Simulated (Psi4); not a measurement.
# [NH2]− (SMILES [NH2-]): M06-2X/aug-cc-pVTZ

Aim: the energy change on altering one bond length of [NH2]− at M06-2X/aug-cc-pVTZ, from 2 runs. 

The results are computed with Psi4 1.11.

1 further run of the same task is left out (it didn't finish).

## 1. The system as given

[NH2]− has 3 atoms, charge -1, and is taken as a singlet. SMILES: `[NH2-]`. Geometry: relaxed at PBE0-D4/def2-TZVPD.

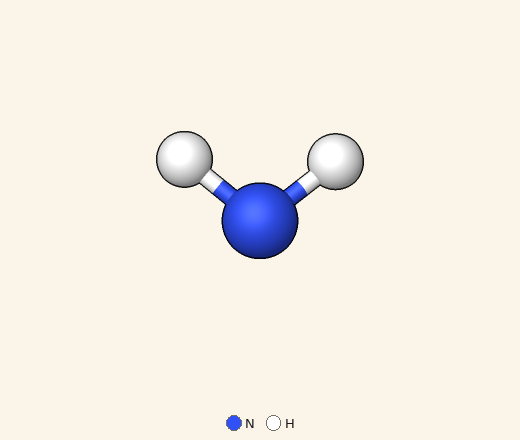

The structure, seen from a chosen angle (nitrogen blue, hydrogen white).

## 2. A single-point energy at M06-2X/aug-cc-pVTZ

h2n.xyz

```xyz
3
H2N
N      0.342200    -0.203000     0.168700
H      0.125500     0.801200     0.156000
H     -0.467700    -0.598200    -0.324700
```

job.py

```python
import psi4

psi4.set_memory('1600 MB')
psi4.set_num_threads(1)
psi4.core.set_output_file('output.dat', False)

with open('h2n.xyz') as f:
    atoms = ''.join(f.readlines()[2:])
mol = psi4.geometry('-1 1\n' + atoms + 'symmetry c1\nno_reorient\nno_com')

psi4.set_options({
    'basis': 'aug-cc-pVTZ',
    'puream': True,
    'e_convergence': 1e-09,
    'd_convergence': 1e-08,
    'scf_type': 'pk',
    'dft_radial_points': 99,
    'dft_spherical_points': 590,
})

e_tot = psi4.energy("m06-2x")
print('E =', round(e_tot, 9))
for k, v in sorted(psi4.core.scalar_variables().items()):
    print(f'{k:45s} {v:18.10f}')
```

Command:

```sh
$ python job.py
```

output.dat:

```text
[...]
  Running in c1 symmetry.
[...]
  Nuclear repulsion =    7.542852415995356
[...]
  Multiplicity = 1
[...]
  Nalpha       = 5
  Nbeta        = 5
[...]
    Number of basis functions: 92
[...]
   @RKS iter   1:   -55.52356280671120   -2.14467e-01   9.64508e-03 DIIS/ADIIS
[...]
   @RKS iter  12:   -55.89609348154097   -5.54223e-12   2.41838e-09 DIIS
[...]
    Orbital Energies [Eh]
    ---------------------
    Doubly Occupied:
       1A    -14.413229     2A     -0.590375     3A     -0.204749
       4A     -0.066965     5A      0.012561
[...]
  @RKS Final Energy:   -55.89609348154097
   => Energetics <=
    Nuclear Repulsion Energy =              7.5428524159953563
    One-Electron Energy =                 -93.2509557179370461
    Two-Electron Energy =                  33.5719261926041597
    DFT Exchange-Correlation Energy =      -3.7599163722034423
    Empirical Dispersion Energy =           0.0000000000000000
    VV10 Nonlocal Energy =                  0.0000000000000000
    Total Energy =                        -55.8960934815409729
[...]
 Multipole Moments:
 ------------------------------------------------------------------------------------
     Multipole            Electronic (a.u.)      Nuclear  (a.u.)        Total (a.u.)
 ------------------------------------------------------------------------------------
 L = 1.  Multiply by 2.5417464519 to convert [e a0] to [Debye]
 Dipole X            :         -4.8373438            3.8799857           -0.9573581
 Dipole Y            :          2.8696217           -2.3016864            0.5679353
 Dipole Z            :         -2.3847443            1.9127808           -0.4719635
 Magnitude           :                                                    1.2090635
[...]
```

On the terminal:

```text
E = -55.896093482
CURRENT ENERGY                                    -55.8960934815
CURRENT REFERENCE ENERGY                          -55.8960934815
DD SOLVATION ENERGY                                 0.0000000000
DFT FUNCTIONAL TOTAL ENERGY                       -55.8960934815
DFT TOTAL ENERGY                                  -55.8960934815
DFT VV10 ENERGY                                     0.0000000000
DFT XC ENERGY                                      -3.7599163722
GRID ELECTRONS ALPHA                                5.0000000528
GRID ELECTRONS BETA                                 5.0000000528
GRID ELECTRONS TOTAL                               10.0000001057
NUCLEAR REPULSION ENERGY                            7.5428524160
ONE-ELECTRON ENERGY                               -93.2509557179
PCM POLARIZATION ENERGY                             0.0000000000
PE ENERGY                                           0.0000000000
SCF ITERATION ENERGY                              -55.8960934815
SCF ITERATIONS                                     12.0000000000
SCF TOTAL ENERGY                                  -55.8960934815
TWO-ELECTRON ENERGY                                33.5719261926
XC GRID RADIAL POINTS                              99.0000000000
XC GRID SPHERICAL POINTS                          590.0000000000
XC GRID TOTAL POINTS                           171447.0000000000
```

Wall time 48 s (1 thread of Intel Xeon at 2.50GHz (Skylake/Cascade Lake), shared host); peak memory 0.93 GiB.

## 3. The distorted shape: energy and gradient at M06-2X/aug-cc-pVTZ

h2n.in

```
memory 1600 MB

molecule {
  -1 1
  N      0.70808794    -0.66825818     0.32239673
  H      0.23716063     1.51404857     0.29479728
  H     -0.82240125    -1.41507794    -0.60999414
  units au
  symmetry c1
  no_reorient
  no_com
}

set basis aug-cc-pVTZ
set reference rks
set puream true
set e_convergence 1e-09
set d_convergence 1e-08
set scf_type pk
set dft_radial_points 99
set dft_spherical_points 590

gradient('m06-2x')
print_variables()
```

Command:

```sh
$ psi4 -n 1 h2n.in h2n.out
```

h2n.out:

```text
[...]
  Running in c1 symmetry.
[...]
  Nuclear repulsion =    7.048926981147347
[...]
  Multiplicity = 1
[...]
  Nalpha       = 5
  Nbeta        = 5
[...]
    Number of basis functions: 92
[...]
   @RKS iter   1:   -55.51170921508111   -2.53850e-01   9.47361e-03 DIIS/ADIIS
[...]
   @RKS iter  12:   -55.88321501265584   -1.44240e-11   6.07799e-09 DIIS
[...]
    Orbital Energies [Eh]
    ---------------------
    Doubly Occupied:
       1A    -14.432880     2A     -0.572759     3A     -0.187038
       4A     -0.069425     5A      0.009754
[...]
  @RKS Final Energy:   -55.88321501265584
   => Energetics <=
    Nuclear Repulsion Energy =              7.0489269811473472
    One-Electron Energy =                 -92.2804069974652776
    Two-Electron Energy =                  33.0829831107124974
    DFT Exchange-Correlation Energy =      -3.7347181070504067
    Empirical Dispersion Energy =           0.0000000000000000
    VV10 Nonlocal Energy =                  0.0000000000000000
    Total Energy =                        -55.8832150126558389
[...]
 Multipole Moments:
 ------------------------------------------------------------------------------------
     Multipole            Electronic (a.u.)      Nuclear  (a.u.)        Total (a.u.)
 ------------------------------------------------------------------------------------
 L = 1.  Multiply by 2.5417464519 to convert [e a0] to [Debye]
 Dipole X            :         -5.3398805            4.3713750           -0.9685056
 Dipole Y            :          5.2892682           -4.5788366            0.7104315
 Dipole Z            :         -2.4044326            1.9415803           -0.4628524
 Magnitude           :                                                    1.2872251
[...]
  -Total Gradient:
     Atom            X                  Y                   Z
    ------   -----------------  -----------------  -----------------
       1        0.011071017356    -0.068714070759    -0.001222725557
       2       -0.012357621264     0.072889608828     0.000955260159
       3        0.001290629138    -0.004173237649     0.000269953760
[...]
```

Wall time 61 s (1 thread of Intel Xeon at 2.50GHz (Skylake/Cascade Lake), shared host); peak memory 0.93 GiB.

## 4. What came out

Level: M06-2X/aug-cc-pVTZ.

| quantity | value |
| --- | --- |
| first shape: total energy | -55.89609 Eh |
| first shape: HOMO energy | 0.34 eV |
| first shape: LUMO energy | 3.63 eV |
| first shape: HOMO–LUMO gap (to an unbound level, set by the basis) | 3.29 eV |
| distorted shape: total energy | -55.88322 Eh |
| distorted shape: HOMO energy | 0.27 eV |
| distorted shape: LUMO energy | 3.62 eV |
| distorted shape: HOMO–LUMO gap (to an unbound level, set by the basis) | 3.36 eV |
| distorted shape: largest force on an atom | 3.802 eV/Å |
| energy change with the N1–H2 bond stretched from 1.027 to 1.181 Å | 0.350 eV |

In words: With the N1–H2 bond stretched from 1.027 to 1.181 Å the energy rises by 0.35 eV (8.1 kcal/mol). The first shape isn't relaxed at this level, so the change isn't measured from a minimum. The HOMO (first shape) lies at positive energy, 0.34 eV; only total energies tell whether the electron is bound. The HOMO (distorted shape) lies at positive energy, 0.27 eV; only total energies tell whether the electron is bound.
